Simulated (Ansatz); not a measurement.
Al4B2

```xyz
6

B     0.2837    0.2189    0.1839
B    -0.6628   -0.4996   -0.8117
Al   -0.3089    0.1380    2.1900
Al   -2.0551   -1.1572    0.5556
Al    0.6217   -0.0087   -2.4389
Al    2.1214    1.3086    0.3211
```

Geometry: B3LYP-D4/def2-SVP.

The calculation used RKS PBE0-D4/def2-TZVP (Ansatz 0.2.0).

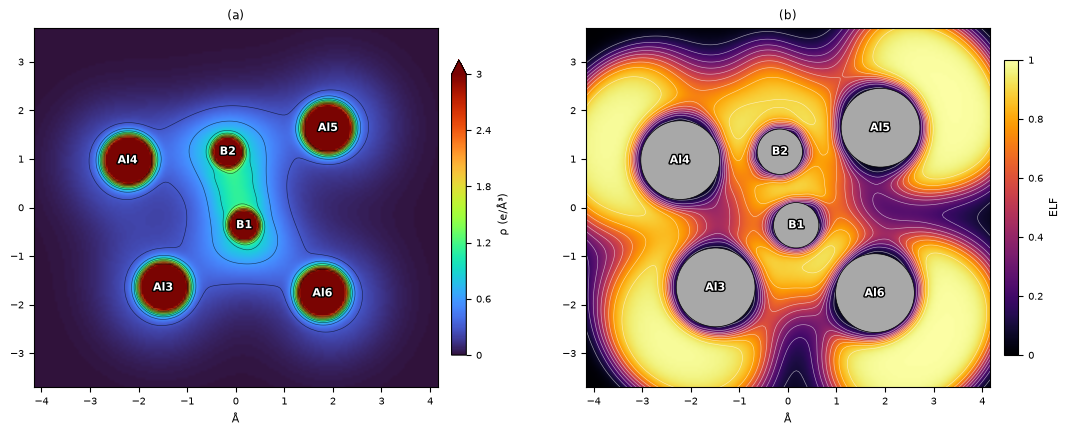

Figure 1. (a) total electron density; (b) ELF on the molecular plane. Grey discs cover the atomic cores in the ELF map.

Read the bonding off the picture.

- The plane passes through B and Al nuclei.
- B–B (1.55 Å): the density is about 1.1 e/Å³ at the midpoint; the ELF peaks at about 0.90 between the atoms: a covalent bond.
- Al–B (2.06 Å): ρ at the midpoint is about 0.47 e/Å³; the ELF peaks at about 0.85 in the valence shell of B, 0.9 Å from its nucleus, and is about 0.75 at the midpoint.
- Al–B (2.13 Å): the density is about 0.44 e/Å³ at the midpoint; the ELF peaks at about 0.85 in the valence shell of B, 0.9 Å from its nucleus, and is about 0.75 at the midpoint.

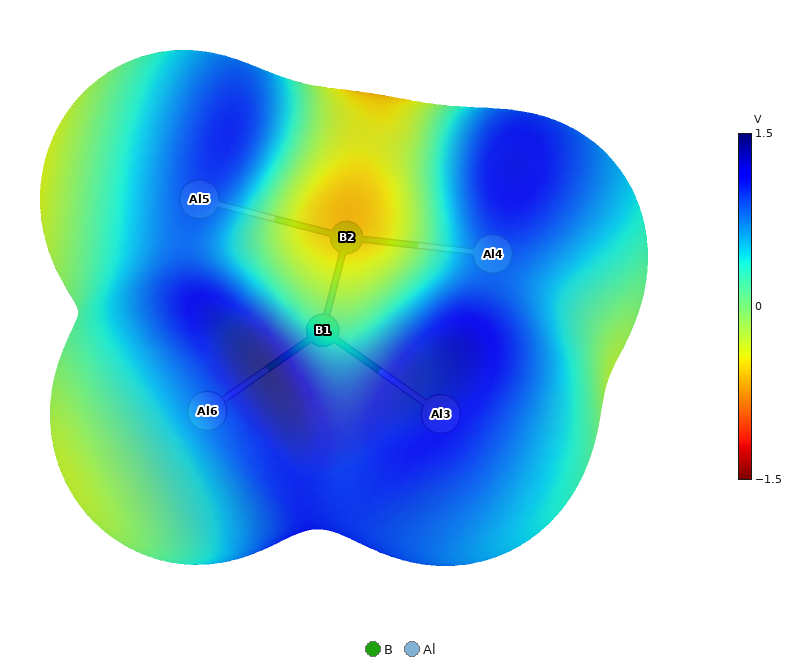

Figure 2. The molecular electrostatic potential painted on the density surface at 0.002 e/bohr³, seen at a tilt; red is negative and blue positive.

Describe the electrostatic potential map.

The most negative region (about −0.8 V) lies over Al4, the most positive (about +1.4 V) over Al3 and Al6.

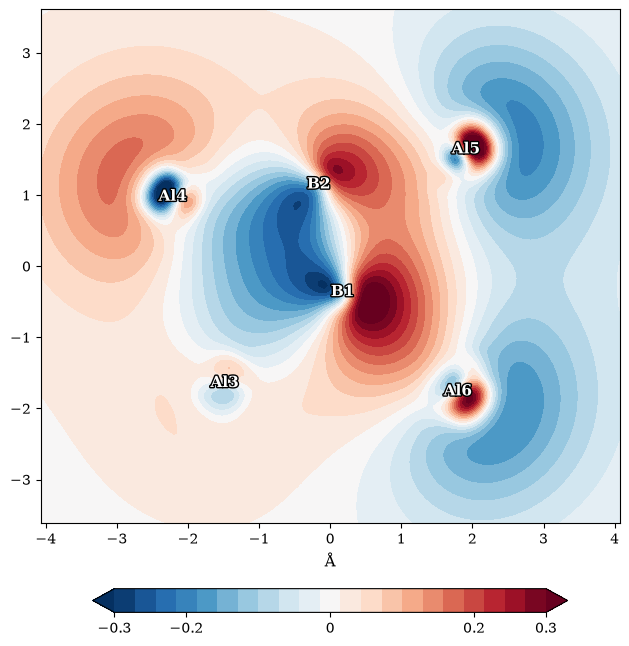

Figure 3. The HOMO on the molecular plane (values in Å⁻³ᐟ²; the overall sign is arbitrary).

Where does this orbital lie, and at what energy?

Its weight (Hirshfeld) is mainly on Al5 (about 25 %), Al6 (about 25 %), Al4 (about 20 %), B1 (about 15 %) and B2 (about 10 %); it is symmetric in the molecular plane (an in-plane orbital: σ, lone-pair or in-plane π type). Its energy is −5.52 eV.
